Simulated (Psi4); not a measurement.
# H3SSi (SMILES [SiH2]S): a chain of runs

Aim: a geometry optimisation (UHF-3c/MINIX), then vibrational wavenumbers, then a single-point energy (UCCSD(T)/def2-TZVP) of H3SSi. 

Program for the calculation: Psi4 1.11.

### 1 The system as given

H3SSi has 5 atoms, charge 0, and is taken as a doublet. As SMILES, `[SiH2]S`. The start is not the relaxed shape. The run starts from this shape.

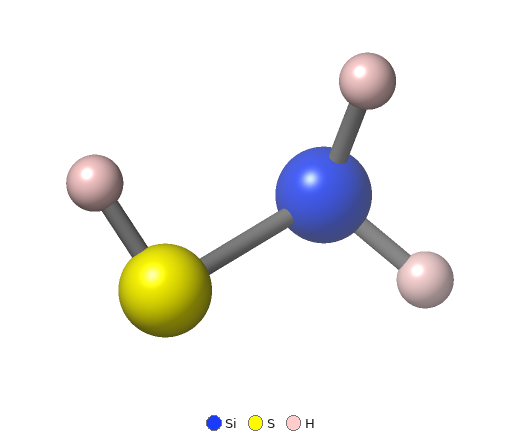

The structure, seen from a chosen angle (silicon blue, sulfur yellow, hydrogen pink).

### 2 A structure relaxation at UHF-3c/MINIX (density fitting) (run 1)

File calc.inp:

```
memory 1600 mb

molecule {
  0 2
  Si    -0.149069    -0.702242    -0.303553
  S      0.247629     1.439875    -0.253714
  H     -0.206155    -1.259668     1.130159
  H     -1.392505    -0.918898    -0.901624
  H      1.372466     1.295727     0.485187
}

set globals {
  reference uks
  geom_maxiter 60
}

E, wfn = optimize('hf-3c', return_wfn=True)
```

Launch:

```console
$ psi4 -n 1 calc.inp calc.out
```

calc.out:

```text
Psi4 1.11 release

gradient() will perform analytic gradient computation.

   => Loading Basis Set <=

    Name: MINIX
    Role: ORBITAL
    Keyword: BASIS

   => HF3C: Empirical Dispersion <=

        s6 =       1.000000
        s8 =       0.877700
        a1 =       0.417100
        a2 =       2.914900

         ---------------------------------------------------------
                                   SCF
                              UKS Reference
                        1 Threads,   1525 MiB Core
         ---------------------------------------------------------

  ==> Geometry <==

    Molecular point group: c1
    Full point group: C1

    Geometry (in Angstrom), charge = 0, multiplicity = 2:

[... 104 lines left out ...]
   @DF-UKS iter  10:  -684.70230600941545   -2.01896e-09   2.35796e-07 DIIS
[... 313 lines left out ...]
   @DF-UKS iter   5:  -684.70756475365999   -5.12609e-07   4.83668e-06 DIIS
[... 224 lines left out ...]
   @DF-UKS iter   2:  -684.70797465222711   -1.90768e-05   3.70534e-05 DIIS
[... 224 lines left out ...]
   @DF-UKS iter   0:  -684.71183144329052   -6.84712e+02   4.12636e-04
[... 153 lines left out ...]
	  Convergence Criteria     1.00e-06 *    3.00e-04 *             o    1.20e-03 *             o
[... 223 lines left out ...]
	   Step    Total Energy     Delta E     Max Force     RMS Force      Max Disp      RMS Disp
[... 262 lines left out ...]
	  Convergence Criteria     1.00e-06 *    3.00e-04 *             o    1.20e-03 *             o
[... 4 lines left out ...]
Next Geometry in Ang
	Fragment 1 (Ang)

	   Si  -0.1958843363  -1.1077577845  -0.0298710775
	    S   0.1848233833   1.0309183045  -0.0165355477
	    H  -0.2682345419  -1.6511698884   1.3521156181
	    H  -1.5003454264  -1.2867777341  -0.7159537074
	    H   1.3463499144   0.9862802244   0.7116391177

    Final optimized geometry and variables:
    Molecular point group: c1
    Full point group: C1

    Geometry (in Angstrom), charge = 0, multiplicity = 2:

    SI          -0.195769685310    -1.107833160666    -0.029913137316
    S            0.184613376698     1.030919494083    -0.016304205099
    H           -0.268293435107    -1.650960105458     1.352138488657
    H           -1.500236984280    -1.286736711440    -0.715994507928
    H            1.346395721091     0.986103605359     0.711467764894

    Psi4 run time: 0:00:03.82

[set-up sections that repeat, and orbital energies of the middle runs, are left out above]
```

The script printed:

```text
Optimizer: Optimization complete!
```

Run time: 4.8 s. Hardware: 1 thread of Intel Xeon 6975P-C (Granite Rapids), shared host; peak memory 0.22 GiB.

Step by step:

| step | energy from the first frame kept (eV) | largest force (eV/Å) |
| --- | --- | --- |
| 0 | 0.0000 | 3.0726 |
| 1 | -0.1431 | 0.7410 |
| 2 | -0.1543 | 0.1512 |
| 3 | -0.1553 | 0.0454 |
| 4 | -0.1553 | 0.0060 |
| 5 | -0.1553 | 0.0023 |

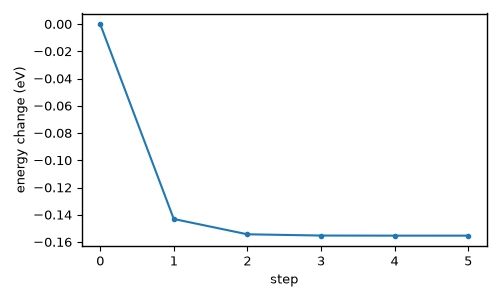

Energy along the run.

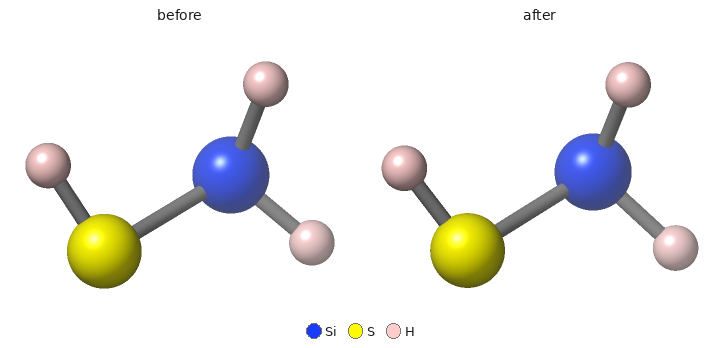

Before and after, at one scale.

After the run. Bond lengths: Si1–S2 2.172 Å, Si1–H3 1.487 Å, Si1–H4 1.485 Å, S2–H5 1.372 Å. Angles: Si1–S2–H5 96.9°, S2–Si1–H3 111.2°, S2–Si1–H4 106.0°, H3–Si1–H4 110.0°.

### 3 The harmonic vibrations at UHF-3c/MINIX (density fitting) (run 2)

File h3ssi.inp:

```
memory 1600 mb

molecule system {
  0 2
  Si
  S 1 R2
  H 1 R3 2 A3
  H 1 R4 3 A4 2 D4
  H 2 R5 1 A5 4 D5

  R2 = 2.172358
  R3 = 1.486712
  A3 = 111.24691
  R4 = 1.484705
  A4 = 110.04081
  D4 = -117.15057
  R5 = 1.371641
  A5 = 96.86136
  D5 = 176.35984
  units angstrom
  symmetry c1
}

set reference uks
set t 400.0
set rotational_symmetry_number 1

result = freq("hf-3c")
```

Launch:

```console
$ psi4 -n 1 h3ssi.inp h3ssi.out
```

h3ssi.out:

```text
Psi4 1.11 release

gradient() will perform analytic gradient computation.

   => Loading Basis Set <=

    Name: MINIX
    Role: ORBITAL
    Keyword: BASIS

   => HF3C: Empirical Dispersion <=

        s6 =       1.000000
        s8 =       0.877700
        a1 =       0.417100
        a2 =       2.914900

         ---------------------------------------------------------
                                   SCF
                              UKS Reference
                        1 Threads,   1525 MiB Core
         ---------------------------------------------------------

  ==> Geometry <==

    Molecular point group: c1
    Full point group: C1

    Geometry (in Angstrom), charge = 0, multiplicity = 2:

[... 102 lines left out ...]
   @DF-UKS iter   8:  -684.70801408169200   -7.74392e-08   2.23818e-06 DIIS
[... 13 lines left out ...]
   @S   Observed:                5.000000000E-01
[... 271 lines left out ...]
   @DF-UKS iter SAD:  -683.49930625341608   -6.83499e+02   0.00000e+00
[... 10 lines left out ...]
   @DF-UKS iter  11:  -684.70801409686521   -1.10958e-10   7.16946e-08 DIIS
[... 60 lines left out ...]
    Nuclear Repulsion Energy =             79.6224680807417968
[... 236 lines left out ...]
    Translational S                         39.799 [cal/(mol K)]      166.521 [J/(mol K)]       0.06342436 [mEh/K] (mol. weight = 62.9725 [u], P = 101325.00 [Pa])
[... 49 lines left out ...]
  Gibbs free energy, G = H - T * S
    Electronic contrib to G beyond E_e      -0.551 [kcal/mol]       -2.305 [kJ/mol]      -0.00087803 [Eh]
    Translational contrib to G             -13.933 [kcal/mol]      -58.294 [kJ/mol]      -0.02220293 [Eh]
    Rotational contrib to G                 -7.971 [kcal/mol]      -33.351 [kJ/mol]      -0.01270261 [Eh]
    Vibrational contrib to G                16.712 [kcal/mol]       69.923 [kJ/mol]       0.02663244 [Eh]
  Correction G                              -5.742 [kcal/mol]      -24.026 [kJ/mol]      -0.00915113 [Eh]
  Total G, Gibbs energy at  400.00 [K]                                                 -684.71716523 [Eh]
  *** Absolute Gibbs energy, not a free energy of formation ***

    Psi4 run time: 0:00:04.96
```

On the terminal:

```text
Warning: used thermodynamics relations inappropriate for low-frequency modes: ['212.4789' '543.3951' '613.9516']
```

Run time: 6 s. Hardware: 1 thread of Intel Xeon 6975P-C (Granite Rapids), shared host; peak memory 0.28 GiB.

### 4 The energy at UCCSD(T)/def2-TZVP (run 3)

File input.dat:

```
memory 1600 MB

molecule {
  0 2
  Si
  S 1 2.172358
  H 1 1.486712 2 111.24691
  H 1 1.484705 3 110.04081 2 -117.15057
  H 2 1.371641 1 96.86136 4 176.35984
  units angstrom
}

set {
  basis def2-TZVP
  reference uhf
  scf_type pk
  num_frozen_docc 10
}

e_tot, wfn = energy('ccsd(t)', return_wfn=True)
print_variables()
```

Launch:

```console
$ psi4 input.dat output.dat -n 1
```

output.dat:

```text
Psi4 1.11 release

   => Loading Basis Set <=

    Name: DEF2-TZVP
    Role: ORBITAL
    Keyword: BASIS

         ---------------------------------------------------------
                                   SCF
                              UHF Reference
                        1 Threads,   1525 MiB Core
         ---------------------------------------------------------

  ==> Geometry <==

    Molecular point group: c1
    Full point group: C1

    Geometry (in Angstrom), charge = 0, multiplicity = 2:

[... 91 lines left out ...]
   @UHF iter   4:  -688.21652816228539   -1.92336e-03   1.04096e-04 DIIS/ADIIS
[... 9 lines left out ...]
   @UHF iter  14:  -688.21677742900727   -2.18279e-11   1.01707e-08 DIIS
[... 60 lines left out ...]
    Nuclear Repulsion Energy =             79.6224680807417968
[... 162 lines left out ...]
	SCF energy                   =   -688.21677742900931
[... 120 lines left out ...]
    Opposite-spin MP2 correlation energy      =   -0.215761029401337
[... 31 lines left out ...]
    AAA (T) energy                             =   -0.000353016804738
[... 46 lines left out ...]
  "SCF TOTAL ENERGY"                      =>    -688.216777429009
[... 2 lines left out ...]
  Array Variable Map:
  ----------------------------------------------------------------------------
  "CURRENT DIPOLE"                        =>      -0.294473967421 ... -0.321674607936 1 by 3
  "SCF DIPOLE"                            =>      -0.294473967421 ... -0.321674607936 1 by 3
  "SCF TOTAL ENERGIES"                    =>    -687.659652894927 ... -688.216777429009 1 by 16

    Psi4 run time: 0:00:37.49
```

It took 39 s on 1 thread of Intel Xeon 6975P-C (Granite Rapids), shared host; peak memory 0.72 GiB.

### 5 What came out

| quantity | value |
| --- | --- |
| run 1, UHF-3c/MINIX: total energy at the end | -684.70801 Eh |
| run 1, UHF-3c/MINIX: dipole moment | 1.74 D |
| run 1, UHF-3c/MINIX: HOMO energy (highest over α and β) | -8.46 eV |
| run 1, UHF-3c/MINIX: LUMO energy (lowest over α and β) | 2.50 eV |
| run 1, UHF-3c/MINIX: ⟨S²⟩ | 0.754 |
| run 2, UHF-3c/MINIX: lowest harmonic wavenumber | 212 cm⁻¹ |
| run 2, UHF-3c/MINIX: highest harmonic wavenumber | 2950 cm⁻¹ |
| run 2, UHF-3c/MINIX: zero-point energy | 73.3 kJ/mol |
| run 2, UHF-3c/MINIX: ideal-gas entropy at 400 K (symmetry number 1 as used) | 69.4 cal/(mol K) |
| run 3, UCCSD(T)/def2-TZVP: total energy | -688.54229 Eh |
| run 3, UCCSD(T)/def2-TZVP: HOMO energy (Hartree–Fock orbitals) (highest over α and β) | -8.90 eV |
| run 3, UCCSD(T)/def2-TZVP: LUMO energy (Hartree–Fock orbitals) (lowest over α and β) | 1.04 eV |
| run 3, UCCSD(T)/def2-TZVP: correlation energy (10 core orbitals frozen) | -325.5 mEh |
| run 3, UCCSD(T)/def2-TZVP: (T) correction | -12.86 mEh |
| run 3, UCCSD(T)/def2-TZVP: ⟨S²⟩ | 0.757 |
| run 3, UCCSD(T)/def2-TZVP: T1 diagnostic | 0.023 |

**Reading.** The optimisation (run 1, UHF-3c/MINIX) took 6 steps and changed the energy by -0.155 eV. All 9 modes are real, so the shape is a minimum at this level. The triples (run 3, UCCSD(T)/def2-TZVP) make up 4.0 % of the correlation energy.
